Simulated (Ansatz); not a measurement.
# Ge₂H₃+ (triplet): one geometry, many settings

What do other methods and options give for Ge₂H₃+ (triplet) at this geometry, and how long do they take?

Computed with Ansatz 0.2.0, Gaussian basis. Level: the settings change from run to run.

15 further runs of the same task are left out: 6 that didn't finish, 9 set aside as unsound or not needed.

## (1) The system

The geometry is a PBE0/def2-TZVP stationary point (not a proven minimum) of the parent state, kept for this charge and spin. No spin-orbit coupling is included. The filled d shell of Ge may be among the frozen orbitals whatever the setting's name suggests; the logs give the count.

5 atoms, charge 1, spin multiplicity 3.

Atoms are counted from 1 here; the program's logs count them from 0.

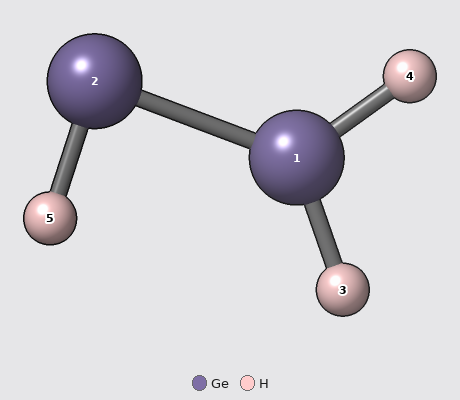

The structure; germanium purple, hydrogen pink; atoms are numbered from 1 in the order of the file.

## (2) MP2 on ROHF/cc-pVDZ

in.yaml reads:

```yaml
crystal:
  periodic: [false, false, false]
  atoms:
    - {symbol: Ge, position_ang: [0.000000, 0.013184, 1.181237]}
    - {symbol: Ge, position_ang: [0.000000, -0.034339, -1.223364]}
    - {symbol: H, position_ang: [0.000000, 1.219299, 2.151804]}
    - {symbol: H, position_ang: [0.000000, -1.255242, 2.068613]}
    - {symbol: H, position_ang: [0.000000, 1.560523, -1.184463]}
basis:
  gaussian: {orbitals: cc-pVDZ}
total_charge: 1
magnetization: {spin_polarized: false, initial_magnetization: 2}
correlation: {method: mp2, electrons: valence}
scf: {lower_state_search: off}
```

Launch:

```bash
ansatz run in.yaml --threads 1 --pin off --events-out ev --progress --plain --max-ram 2393MiB
```

The program printed:

```text
Functional definition: HF
  name "HF"
  cite "Fock, Z. Phys. 61, 126 (1930) doi:10.1007/BF01340294"
  parent pbe
  exchange = exact_x
  correlation = 0
these checks for a lower state are left out or cut short: stability, starts, cluster_reference, orbital_swaps, neighbouring_geometries, increment
785 factors; integrals over basis functions are off by at most 1.2e-3 eV
mean field evaluation 1: about -112982.4945 eV, gradient 1.0e1 eV
mean field evaluation 2: about -112982.4995 eV, gradient 1.0e1 eV
mean field evaluation 4: about -112983.5225 eV, gradient 1.9e0 eV
mean field evaluation 8: about -112983.6365 eV, gradient 1.7e-1 eV
mean field -112983.63769440 eV, -4152.0721022091 hartree, gradient 7.8e-6 eV, S^2 2.000000; 0 other end points of the search recorded, 0 dependent functions left out
18 core orbitals not correlated: weight in the atoms' cores, before any rotation towards them, 1.000 or more for the frozen orbitals, at most 0.000 for the correlated occupied ones
reference -112983.63769440 eV, -4152.0721022091 hartree; 16, 14 occupied and 35, 37 virtual orbitals, 785 factors
second order -4.76804146 eV of doubles, -0.04610347 eV of singles
Total energy: -112988.45183934 eV, -4152.2490187724 hartree
Checks for a lower state left out: stability, starts, cluster_reference, orbital_swaps, neighbouring_geometries, increment
```

Wall time 1.3 s (1 thread of Arm Neoverse V2, shared host).

## (3) NEVPT2(6,4)/STO-3G

Changes to in.yaml since step 2:

```diff
@@ -9,6 +9,6 @@
 basis:
-  gaussian: {orbitals: cc-pVDZ}
+  gaussian: {orbitals: STO-3G, point_charges: [{charge: -1.00, position_ang: [2.735, -0.143, -0.036]}]}
 total_charge: 1
 magnetization: {spin_polarized: false, initial_magnetization: 2}
-correlation: {method: mp2, electrons: valence}
-scf: {lower_state_search: off}
+correlation: {method: sc_nevpt2, electrons: outside_noble_gas, active_space: {window: {electrons: 6, orbitals: 4}}}
+accuracy: high
```

Launched as before.

The program printed (excerpt; [...] marks lines left out):

```text
Functional definition: HF
  name "HF"
  cite "Fock, Z. Phys. 61, 126 (1930) doi:10.1007/BF01340294"
  parent pbe
[...]
528 factors; integrals over basis functions are off by at most 1.2e-8 eV
[...]
mean field -111707.30195478 eV, -4105.1676289095 hartree, gradient 2.2e-8 eV, S^2 2.000000; 1 other end points of the search recorded, 0 dependent functions left out
reference -111707.30195478 eV, -4105.1676289095 hartree; 34, 32 occupied and 5, 7 virtual orbitals, 528 factors
state -111707.30196692 eV, -4105.1676293555 hartree
state -111707.30196692 eV, -4105.1676293555 hartree; corrected -111708.60754474 eV, -4105.2156084554 hartree
WARN: 2 active orbitals are nearly empty or full. The corrections depend on them more than the energy does, and are more stable in an active space without them
Total energy: -111708.60754474 eV, -4105.2156084554 hartree
```

Wall time 2.1 s (1 thread of Arm Neoverse V2, shared host).

From the report: 16 determinants; active occupations 2.00, 2.00, 1.00, 1.00. The report marks this result as in doubt.

## (4) CCSD on ROHF/def2-SVP

Changes to in.yaml since step 3:

```diff
@@ -9,6 +9,5 @@
 basis:
-  gaussian: {orbitals: STO-3G, point_charges: [{charge: -1.00, position_ang: [2.735, -0.143, -0.036]}]}
+  gaussian: {orbitals: def2-SVP}
 total_charge: 1
 magnetization: {spin_polarized: false, initial_magnetization: 2}
-correlation: {method: sc_nevpt2, electrons: outside_noble_gas, active_space: {window: {electrons: 6, orbitals: 4}}}
-accuracy: high
+correlation: {method: ccsd, electrons: outside_noble_gas}
```

The command is unchanged.

The program printed (excerpt; [...] marks lines left out):

```text
Functional definition: HF
  name "HF"
  cite "Fock, Z. Phys. 61, 126 (1930) doi:10.1007/BF01340294"
  parent pbe
[...]
783 factors; integrals over basis functions are off by at most 1.5e-3 eV
[...]
mean field -112971.02058827 eV, -4151.6084321109 hartree, gradient 1.0e-6 eV, S^2 2.000000; 1 other end points of the search recorded, 0 dependent functions left out
[...]
determinant -112971.02058827 eV, -4151.6084321109 hartree, with singles and doubles -112975.87238885 eV, -4151.7867324936 hartree
determinant -112967.88000728 eV, -4151.4930178883 hartree, with singles and doubles -112973.15131491 eV, -4151.6867348706 hartree
28 core orbitals not correlated: weight in the atoms' cores, before any rotation towards them, 1.000 or more for the frozen orbitals, at most 0.000 for the correlated occupied ones
reference -112971.02058827 eV, -4151.6084321109 hartree; 6, 4 occupied and 45, 47 virtual orbitals, 783 factors
second order -3.80440703 eV of doubles, -0.03714717 eV of singles
cycle   1  -4.83248303 eV  change   -1.2e-1 eV  update   1.6e-2
[...]
cycle  11  -4.84683271 eV  change   -2.2e-6 eV  update   9.4e-6
Total energy: -112975.86742098 eV, -4151.7865499276 hartree
```

Run time: 7 s. Hardware: 1 thread of Arm Neoverse V2, shared host.

From the report: correlation -4.8468 eV; T1 0.034; largest double amplitude 0.06.

## (5) MP2 on UHF/6-31G

Changes to in.yaml since step 4:

```diff
@@ -9,5 +9,6 @@
 basis:
-  gaussian: {orbitals: def2-SVP}
+  gaussian: {orbitals: 6-31G}
 total_charge: 1
-magnetization: {spin_polarized: false, initial_magnetization: 2}
-correlation: {method: ccsd, electrons: outside_noble_gas}
+magnetization: {spin_polarized: true, initial_magnetization: 2}
+correlation: {method: mp2, electrons: outside_noble_gas}
+output: {forces: true}
```

The command is unchanged.

The program printed (excerpt; [...] marks lines left out):

```text
Functional definition: HF
  name "HF"
  cite "Fock, Z. Phys. 61, 126 (1930) doi:10.1007/BF01340294"
  parent pbe
[...]
596 factors; integrals over basis functions are off by at most 4.9e-4 eV
[...]
mean field -112966.55849412 eV, -4151.4444531754 hartree, gradient 2.6e-6 eV, S^2 2.004306; 2 other end points of the search recorded, 0 dependent functions left out
28 core orbitals not correlated: weight in the atoms' cores, before any rotation towards them, 0.998 or more for the frozen orbitals, at most 0.001 for the correlated occupied ones
reference -112966.55849412 eV, -4151.4444531754 hartree; 6, 4 occupied and 30, 32 virtual orbitals, 596 factors
second order -2.14902051 eV of doubles, -0.00000000 eV of singles
[...]
Total energy: -112968.70751463 eV, -4151.5234282225 hartree
Atom 0 at     0.000000     0.013184     1.181237 Å, force    -0.000000    -1.313017     0.905250 eV/Å
Atom 1 at     0.000000    -0.034339    -1.223364 Å, force    -0.000000     1.446402     1.120748 eV/Å
Atom 2 at     0.000000     1.219299     2.151804 Å, force    -0.000000     0.315047    -0.578574 eV/Å
Atom 3 at     0.000000    -1.255242     2.068613 Å, force     0.000000    -0.064703    -0.237545 eV/Å
Atom 4 at     0.000000     1.560523    -1.184463 Å, force     0.000000    -0.383729    -1.209879 eV/Å
Dipole moment:    -0.000000    -0.012021    -0.027912 e Å
```

Run time: 3.2 s. Hardware: 1 thread of Arm Neoverse V2, shared host.

From the report: ⟨S²⟩ of the determinant 2.004 (pure triplet: 2.00).

## (6) CCSD(T)/cc-pVDZ

Changes to in.yaml since step 5:

```diff
@@ -9,6 +9,6 @@
 basis:
-  gaussian: {orbitals: 6-31G}
+  gaussian: {orbitals: cc-pVDZ}
 total_charge: 1
 magnetization: {spin_polarized: true, initial_magnetization: 2}
-correlation: {method: mp2, electrons: outside_noble_gas}
-output: {forces: true}
+hamiltonian: {xc: {name: PBE0}, pseudopotentials: {relativity: scalar}}
+correlation: {method: ccsd_t, electrons: outside_noble_gas}
```

Launched as before.

The program printed (excerpt; [...] marks lines left out):

```text
Functional definition: PBE0
  name "PBE0"
  cite "Adamo & Barone, J. Chem. Phys. 110, 6158 (1999) doi:10.1063/1.478522"
  cite "Perdew, Burke & Ernzerhof, Phys. Rev. Lett. 77, 3865 (1996) doi:10.1103/PhysRevLett.77.3865"
  parent pbe
[...]
786 factors; integrals over basis functions are off by at most 1.2e-3 eV
[...]
mean field -113990.28305961 eV, -4189.0656370519 hartree, gradient 8.4e-6 eV, S^2 2.003906; 3 other end points of the search recorded, 0 dependent functions left out
28 core orbitals not correlated: weight in the atoms' cores, before any rotation towards them, 0.999 or more for the frozen orbitals, at most 0.000 for the correlated occupied ones
reference -113914.46501674 eV, -4186.2793753674 hartree; 6, 4 occupied and 35, 37 virtual orbitals, 786 factors
second order -4.09853780 eV of doubles, -0.25683612 eV of singles
cycle   1  -4.93887631 eV  change   -5.9e-1 eV  update   6.5e-2
[...]
cycle  14  -5.18362665 eV  change    4.2e-6 eV  update   3.0e-6
perturbative correction -0.17341296 eV, -0.0063728088 hartree
Total energy: -113919.82205635 eV, -4186.4762429421 hartree
Relativity: scalar
```

Wall time 8 s (1 thread of Arm Neoverse V2, shared host).

From the report: ⟨S²⟩ of the determinant 2.004 (pure triplet: 2.00); correlation -5.3570 eV; T1 0.024; largest double amplitude 0.07. The orbitals are Kohn-Sham ones, so correlation energy and T1 don't compare with those on Hartree-Fock orbitals.

## (7) HF/def2-mTZVP

Changes to in.yaml since step 6:

```diff
@@ -9,6 +9,7 @@
 basis:
-  gaussian: {orbitals: cc-pVDZ}
+  gaussian: {orbitals: def2-mTZVP}
 total_charge: 1
 magnetization: {spin_polarized: true, initial_magnetization: 2}
-hamiltonian: {xc: {name: PBE0}, pseudopotentials: {relativity: scalar}}
-correlation: {method: ccsd_t, electrons: outside_noble_gas}
+hamiltonian: {xc: hf}
+scf: {lower_state_search: off}
+output: {forces: true, orbitals: {seedname: orbitals}}
```

Same command.

The program printed (excerpt; [...] marks lines left out):

```text
Functional definition: HF
  name "HF"
  cite "Fock, Z. Phys. 61, 126 (1930) doi:10.1007/BF01340294"
  parent pbe
[...]
787 factors; integrals over basis functions are off by at most 6.8e-4 eV
[...]
mean field -112985.13734685 eV, -4152.1272134201 hartree, gradient 3.0e-6 eV, S^2 2.008484; 0 other end points of the search recorded, 0 dependent functions left out
[...]
reference -112985.13734685 eV, -4152.1272134201 hartree; 34, 32 occupied and 47, 49 virtual orbitals, 787 factors
Total energy: -112985.13734685 eV, -4152.1272134201 hartree
Atom 0 at     0.000000     0.013184     1.181237 Å, force    -0.000000    -1.364861     0.963917 eV/Å
Atom 1 at     0.000000    -0.034339    -1.223364 Å, force    -0.000000     1.962484     1.457996 eV/Å
Atom 2 at     0.000000     1.219299     2.151804 Å, force     0.000000     0.024274    -0.780332 eV/Å
Atom 3 at     0.000000    -1.255242     2.068613 Å, force    -0.000000     0.228443    -0.379817 eV/Å
Atom 4 at     0.000000     1.560523    -1.184463 Å, force    -0.000000    -0.850341    -1.261764 eV/Å
Dipole moment:     0.000000    -0.026754     0.070108 e Å
Checks for a lower state left out: stability, starts, cluster_reference, orbital_swaps, neighbouring_geometries, increment
```

Run time: 2.2 s. Hardware: 1 thread of Arm Neoverse V2, shared host.

From the report: ⟨S²⟩ of the determinant 2.008 (pure triplet: 2.00).

## (8) NEVPT2(4,8)/STO-3G

Changes to in.yaml since step 7:

```diff
@@ -9,7 +9,5 @@
 basis:
-  gaussian: {orbitals: def2-mTZVP}
+  gaussian: {orbitals: STO-3G}
 total_charge: 1
-magnetization: {spin_polarized: true, initial_magnetization: 2}
-hamiltonian: {xc: hf}
-scf: {lower_state_search: off}
-output: {forces: true, orbitals: {seedname: orbitals}}
+magnetization: {spin_polarized: false, initial_magnetization: 2}
+correlation: {method: sc_nevpt2, electrons: all, active_space: {window: {electrons: 4, orbitals: 8}, states: [{multiplicity: 3, weights: [1, 1, 1]}, {multiplicity: 5, weights: [1]}]}}
```

Launched as before.

The program printed (excerpt; [...] marks lines left out):

```text
Functional definition: HF
  name "HF"
  cite "Fock, Z. Phys. 61, 126 (1930) doi:10.1007/BF01340294"
  parent pbe
[...]
503 factors; integrals over basis functions are off by at most 3.5e-8 eV
[...]
mean field -111702.18311380 eV, -4104.9795149731 hartree, gradient 4.8e-6 eV, S^2 2.000000; 1 other end points of the search recorded, 0 dependent functions left out
reference -111702.18311380 eV, -4104.9795149731 hartree; 34, 32 occupied and 5, 7 virtual orbitals, 503 factors
state -111702.73357452 eV, -4104.9997440312 hartree
state -111700.14552564 eV, -4104.9046349895 hartree
state -111698.90474320 eV, -4104.8590370756 hartree
state -111702.73357452 eV, -4104.9997440312 hartree; corrected -111703.84867133 eV, -4105.0407230834 hartree
state -111700.14552564 eV, -4104.9046349895 hartree; corrected -111701.31603267 eV, -4104.9476503291 hartree
[...]
state -111700.11321999 eV, -4104.9034477787 hartree; corrected -111701.31035497 eV, -4104.9474416775 hartree
state -111698.91748359 eV, -4104.8595052764 hartree; corrected -111700.17823641 eV, -4104.9058370878 hartree
state -111698.02572543 eV, -4104.8267337685 hartree
state -111698.02572543 eV, -4104.8267337685 hartree; corrected -111699.23313094 eV, -4104.8711051027 hartree
state -111702.72468026 eV, -4104.9994171732 hartree; corrected -111703.85899620 eV, -4105.0411025154 hartree
state -111700.11321999 eV, -4104.9034477787 hartree; corrected -111701.31035497 eV, -4104.9474416775 hartree
state -111698.91748359 eV, -4104.8595052764 hartree; corrected -111700.17823641 eV, -4104.9058370878 hartree
state -111698.02572543 eV, -4104.8267337685 hartree; corrected -111699.23313094 eV, -4104.8711051027 hartree
WARN: the results are in doubt because another end's mean lies 0.014 eV lower, and its corrected mean 0.002 eV higher
Total energy: -111701.14517963 eV, -4104.9413715959 hartree
In doubt: another end's mean lies 0.014 eV lower, and its corrected mean 0.002 eV higher
```

It took 4.2 s on 1 thread of Arm Neoverse V2, shared host.

From the report: 384 determinants; active occupations (of the averaged states) 1.47, 1.23, 0.76, 0.51, 0.03, 0.01, 0.00, 0.00. The program marks this result as in doubt; its last lines say why.

## (9) MP2 on UHF/def2-mTZVP

in.yaml reads:

```yaml
crystal:
  periodic: [false, false, false]
  atoms:
    - {symbol: Ge, position_ang: [0.000000, 0.013184, 1.181237]}
    - {symbol: Ge, position_ang: [0.000000, -0.034339, -1.223364]}
    - {symbol: H, position_ang: [0.000000, 1.219299, 2.151804]}
    - {symbol: H, position_ang: [0.000000, -1.255242, 2.068613]}
    - {symbol: H, position_ang: [0.000000, 1.560523, -1.184463]}
basis:
  gaussian: {orbitals: def2-mTZVP}
total_charge: 1
magnetization: {spin_polarized: true, initial_magnetization: 2}
correlation: {method: mp2, electrons: outside_noble_gas}
```

Same command.

The program printed:

```text
Functional definition: HF
  name "HF"
  cite "Fock, Z. Phys. 61, 126 (1930) doi:10.1007/BF01340294"
  parent pbe
  exchange = exact_x
  correlation = 0
787 factors; integrals over basis functions are off by at most 6.8e-4 eV
mean field evaluation 1: about -112983.8844 eV, gradient 9.1e0 eV
mean field evaluation 2: about -112983.8842 eV, gradient 9.1e0 eV
mean field evaluation 4: about -112985.0162 eV, gradient 2.4e0 eV
mean field evaluation 8: about -112985.1225 eV, gradient 2.9e-1 eV
mean field evaluation 16: about -112984.9118 eV, gradient 1.0e0 eV
mean field -112985.13734685 eV, -4152.1272134201 hartree, gradient 3.0e-6 eV, S^2 2.008484; 2 other end points of the search recorded, 0 dependent functions left out
28 core orbitals not correlated: weight in the atoms' cores, before any rotation towards them, 0.999 or more for the frozen orbitals, at most 0.000 for the correlated occupied ones
reference -112985.13734685 eV, -4152.1272134201 hartree; 6, 4 occupied and 47, 49 virtual orbitals, 787 factors
second order -3.37830427 eV of doubles, -0.00000000 eV of singles
Total energy: -112988.51565112 eV, -4152.2513638119 hartree
```

It took 3.2 s on 1 thread of Arm Neoverse V2, shared host.

From the report: ⟨S²⟩ of the determinant 2.008 (pure triplet: 2.00).

## (10) BCCD(T) on UHF/STO-3G

Changes to in.yaml since step 9:

```diff
@@ -9,5 +9,7 @@
 basis:
-  gaussian: {orbitals: def2-mTZVP}
+  gaussian: {orbitals: STO-3G, point_charges: [{charge: 0.50, position_ang: [4.079, 0.009, -0.617]}]}
 total_charge: 1
 magnetization: {spin_polarized: true, initial_magnetization: 2}
-correlation: {method: mp2, electrons: outside_noble_gas}
+hamiltonian: {pseudopotentials: {relativity: scalar}}
+correlation: {method: bccd_t, electrons: all}
+scf: {lower_state_search: full}
```

Launched as before.

The program printed (excerpt; [...] marks lines left out):

```text
Functional definition: HF
  name "HF"
  cite "Fock, Z. Phys. 61, 126 (1930) doi:10.1007/BF01340294"
  parent pbe
[...]
393 factors; integrals over basis functions are off by at most 3.3e-5 eV
[...]
mean field -112615.00569309 eV, -4138.5251260287 hartree, gradient 2.4e-6 eV, S^2 2.003506; 3 other end points of the search recorded, 0 dependent functions left out
determinant -112615.00569309 eV, -4138.5251260287 hartree, with singles and doubles -112617.40229570 eV, -4138.6131995500 hartree
determinant -112611.59933510 eV, -4138.3999446814 hartree, with singles and doubles -112614.50295464 eV, -4138.5066507314 hartree
reference -112615.00569309 eV, -4138.5251260287 hartree; 34, 32 occupied and 5, 7 virtual orbitals, 393 factors
second order -1.56514246 eV of doubles, -0.00000000 eV of singles
cycle   1  -2.40582832 eV  change   -9.2e-3 eV  update   1.6e-2
[...]
cycle  11  -2.39955146 eV  change    1.5e-5 eV  update   2.6e-5
perturbative correction -0.04812669 eV, -0.0017686233 hartree
Total energy: -112617.45337124 eV, -4138.6150765416 hartree
Relativity: scalar
```

It took 9.5 s on 1 thread of Arm Neoverse V2, shared host; peak memory 0.3 GiB.

From the report: ⟨S²⟩ of the determinant 2.004 (pure triplet: 2.00); correlation -2.4477 eV; largest double amplitude 0.08.

## (11) All runs side by side

 † marks a result that the program doubts.

| level | correlated | functions | energy (eV) | time |
| --- | --- | --- | --- | --- |
| MP2 on ROHF/cc-pVDZ | valence | 69 | -112988.4518 | 1.3 s |
| NEVPT2(6,4)/STO-3G (beside a point charge) † | outside noble gas | 39 | -111708.6075 | 2.1 s |
| CCSD on ROHF/def2-SVP | outside noble gas | 79 | -112975.8674 | 7 s |
| MP2 on UHF/6-31G | outside noble gas | 64 | -112968.7075 | 3.2 s |
| CCSD(T)/cc-pVDZ (on PBE0 orbitals, relativity set) | outside noble gas | 69 | -113919.8221 | 8 s |
| HF/def2-mTZVP |  | 81 | -112985.1373 | 2.2 s |
| NEVPT2(4,8)/STO-3G (mean of several states) † | all | 39 | -111701.1452 | 4.2 s |
| MP2 on UHF/def2-mTZVP | outside noble gas | 81 | -112988.5157 | 3.2 s |
| BCCD(T) on UHF/STO-3G (beside a point charge, relativity set) | all | 39 | -112617.4534 | 9.5 s |

## (12) Summary of results

```
quantity                                                                 value
    runs                                                                     9
quickest                                            MP2 on ROHF/cc-pVDZ, 1.3 s
 slowest  BCCD(T) on UHF/STO-3G (beside a point charge, relativity set), 9.5 s
```

In words: Total energies in different bases, with other cores or another treatment of relativity can't be set against each other. BCCD(T) on UHF/STO-3G (beside a point charge, relativity set) took 8 times as long as MP2 on ROHF/cc-pVDZ; the jobs differ in more than the method.
